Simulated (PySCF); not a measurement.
**CH5BrGa− (SMILES [CH3][GaH2-][Br]) at 6 levels**

Wanted: a comparison of 6 runs (HF/STO-3G, HF/3-21G, TPSS/STO-3G, B3LYP/6-31G**, M06-2X/def2-TZVP, MP2/def2-TZVP) of CH5BrGa−. Input form: a Python script.

The results are computed with PySCF 2.14.0.

## 1. The system as given

The species is CH5BrGa− (8 atoms), meant as a singlet with charge -1. As SMILES, `[CH3][GaH2-][Br]`. Geometry: a GFN2-xTB relaxation, a rough one for these elements and not checked as a minimum.

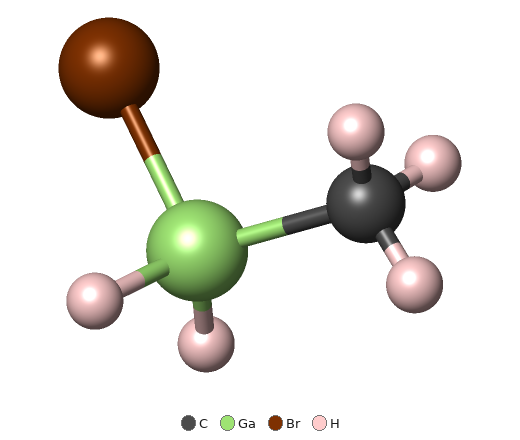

Viewed from a chosen angle; carbon dark grey, gallium green, bromine brown, hydrogen pink.

## 2. Energy and forces at HF/STO-3G (run 1)

The input, job.py:

```python
from pyscf import gto, scf

mol = gto.Mole()
mol.atom = [
    ('C', (-0.566610, 0.917070, -0.280660)),
    ('Ga', (0.363250, -0.849870, 0.062660)),
    ('Br', (1.754980, -0.576180, 1.884670)),
    ('H', (0.142600, 1.734790, -0.478920)),
    ('H', (-1.175510, 1.246180, 0.574930)),
    ('H', (-1.244790, 0.886850, -1.142880)),
    ('H', (1.312560, -1.330870, -1.086760)),
    ('H', (-0.586460, -2.027950, 0.466970)),
]
mol.verbose = 4
mol.basis = 'sto-3g'
mol.max_memory = 1860
mol.charge = -1
mol.build()

mf = scf.RHF(mol)
mf.conv_tol = 1e-10
mf.kernel()
if not mf.converged:
    mf = mf.newton().run(mf.mo_coeff, mf.mo_occ)

e_final = mf.e_tot
print(f'total energy: {e_final:.8f} hartree')
grad = mf.nuc_grad_method().kernel()
mf.analyze()
```

On the command line:

```sh
$ OMP_NUM_THREADS=1 python job.py
```

Log:

```text
PySCF version 2.14.0

[... 80 lines left out ...]
One-electron Energy =                -7120.129103714531993
[... 8 lines left out ...]
MO #4   energy= -57.4293606416521  occ= 2
[... 6 lines left out ...]
MO #11  energy= -10.7738440571468  occ= 2
[... 6 lines left out ...]
MO #18  energy= -3.62590609349104  occ= 2
[... 6 lines left out ...]
MO #25  energy= -0.675587156433442 occ= 2
[... 6 lines left out ...]
MO #32  energy= -0.120131158926801 occ= 2
[... 6 lines left out ...]
MO #39  energy= 0.00592985047183059 occ= 2
[... 6 lines left out ...]
MO #46  energy= 0.957779001271891  occ= 0
[... 58 lines left out ...]
WARN: System has nonzero charge -1; the dipole moment is origin-dependent.
Location of origin: [0. 0. 0.]

Dipole moment(X, Y, Z, Debye): -3.63172,  3.28186, -2.96256
```

Wall time 9 s (1 thread of Intel Xeon at 2.50GHz (Skylake/Cascade Lake), shared host); peak memory 0.12 GiB.

## 3. Energy and forces at HF/3-21G (run 2)

The input, calc.py:

```python
# [CH3][GaH2-][Br]
import pyscf.grad
from pyscf import gto, scf

mol = gto.M(
    atom=[
    ('C', (-0.566610, 0.917070, -0.280660)),
    ('Ga', (0.363250, -0.849870, 0.062660)),
    ('Br', (1.754980, -0.576180, 1.884670)),
    ('H', (0.142600, 1.734790, -0.478920)),
    ('H', (-1.175510, 1.246180, 0.574930)),
    ('H', (-1.244790, 0.886850, -1.142880)),
    ('H', (1.312560, -1.330870, -1.086760)),
    ('H', (-0.586460, -2.027950, 0.466970)),
],
    basis='3-21g',
    max_memory=1860,
    spin=0,
    verbose=4,
    charge=-1,
)

calc0 = scf.RHF(mol)
calc0.conv_tol = 1e-10
calc0.kernel()
if not calc0.converged:
    calc0 = calc0.newton().run(calc0.mo_coeff, calc0.mo_occ)

energy = calc0.e_tot
print('Final energy', energy)
grad = calc0.Gradients().kernel()
calc0.analyze()
```

On the command line:

```sh
$ OMP_NUM_THREADS=1 python calc.py
```

Log:

```text
PySCF version 2.14.0

[... 79 lines left out ...]
DFT Exchange-Correlation Energy =     -170.462019062777017
[... 10 lines left out ...]
MO #9   energy= -41.9999353596167  occ= 2
[... 8 lines left out ...]
MO #18  energy= -4.20096880974131  occ= 2
[... 8 lines left out ...]
MO #27  energy= -0.884716030113409 occ= 2
[... 8 lines left out ...]
MO #36  energy= -0.232852880426092 occ= 2
[... 8 lines left out ...]
MO #45  energy= 0.489918222659511  occ= 0
[... 8 lines left out ...]
MO #54  energy= 1.22256169708571   occ= 0
[... 8 lines left out ...]
MO #63  energy= 2.14624906715692   occ= 0
[... 75 lines left out ...]
WARN: System has nonzero charge -1; the dipole moment is origin-dependent.
Location of origin: [0. 0. 0.]

Dipole moment(X, Y, Z, Debye): -4.20881,  3.74732, -3.45816
```

It took 9 s on 1 thread of Intel Xeon at 2.50GHz (Skylake/Cascade Lake), shared host; peak memory 0.13 GiB.

Runs 3 to 5 aren't shown in full; the table further down has their settings and results.

## 4. Energy and forces at MP2/def2-TZVP (run 6)

The input, input.py:

```python
# [CH3][GaH2-][Br]
import pyscf.grad
from pyscf import gto, scf, mp

molecule = gto.M(
    atom=[
    ('C', (-0.566610, 0.917070, -0.280660)),
    ('Ga', (0.363250, -0.849870, 0.062660)),
    ('Br', (1.754980, -0.576180, 1.884670)),
    ('H', (0.142600, 1.734790, -0.478920)),
    ('H', (-1.175510, 1.246180, 0.574930)),
    ('H', (-1.244790, 0.886850, -1.142880)),
    ('H', (1.312560, -1.330870, -1.086760)),
    ('H', (-0.586460, -2.027950, 0.466970)),
],
    basis='def2-tzvp',
    max_memory=1860,
    charge=-1,
    verbose=4,
    spin=0,
)

calc0 = scf.RHF(molecule)
calc0.conv_tol = 1e-10
calc0.kernel()
if not calc0.converged:
    calc0 = calc0.newton().run(calc0.mo_coeff, calc0.mo_occ)

pt = mp.MP2(calc0, frozen=19).run()
etot = pt.e_tot
print('E = %.10f Eh' % etot)
grad = pt.Gradients().kernel()
dip = calc0.dip_moment()
pop, q = calc0.mulliken_pop()
```

On the command line:

```sh
$ OMP_NUM_THREADS=1 python input.py
```

Log:

```text
PySCF version 2.14.0

[... 62 lines left out ...]
converged SCF energy = -4536.54357276403
[... 18 lines left out ...]
WARN: System has nonzero charge -1; the dipole moment is origin-dependent.
[... 2 lines left out ...]
Dipole moment(X, Y, Z, Debye): -4.00764,  3.58772, -3.28422
[... 166 lines left out ...]
charge of    7H =     -0.28027
```

It took 4.8 min on 1 thread of Intel Xeon at 2.50GHz (Skylake/Cascade Lake), shared host; peak memory 1.9 GiB.

## 5. The series

```
run                                level  integration grid  frozen core orbitals   energy (Eh)  HOMO energy (eV)  LUMO energy (eV)  HOMO–LUMO gap (eV)  wall time
  1                            HF/STO-3G                 –                     –  -4485.856225              0.16             17.14               16.98        9 s
  2                             HF/3-21G                 –                     –  -4514.519069             -4.75              8.46               13.21        9 s
  3                          TPSS/STO-3G                 5                     –  -4488.834576              8.44             11.11                2.67       55 s
  4  B3LYP/6-31G** (spherical functions)                 5                     –  -4539.719075             -1.81              5.17                6.98    2.3 min
  5                     M06-2X/def2-TZVP                 5                     –  -4540.249802             -3.44              5.80                9.24    4.6 min
  6                        MP2/def2-TZVP                 –                    19  -4537.249599             -5.19              7.48               12.67    4.8 min
```

## 6. What came out

```
                                                    quantity           value
                                         run 6: total energy  -4537.24960 Eh
                  run 6: HOMO energy (Hartree–Fock orbitals)        -5.19 eV
                  run 6: LUMO energy (Hartree–Fock orbitals)         7.48 eV
run 6: HOMO–LUMO gap (to an unbound level, set by the basis)        12.67 eV
         run 6: correlation energy (19 core orbitals frozen)      -706.0 mEh
                             run 6: largest force on an atom      1.559 eV/Å
```

What this shows: Over runs 1, 2, 3, 4, 5 the HOMO–LUMO gap runs from 2.67 eV (TPSS/STO-3G) to 16.98 eV (HF/STO-3G). Exact exchange widens orbital gaps. The empty levels of an anion lie above zero and hang on the basis. Totals of different functionals can't be ranked against each other. In runs 1, 3 the HOMO lies above zero, so the outermost electron may be held by the basis alone. In runs 1, 3 the basis is minimal, so the values are rough. All runs together took 13 min, the longest 4.8 min.
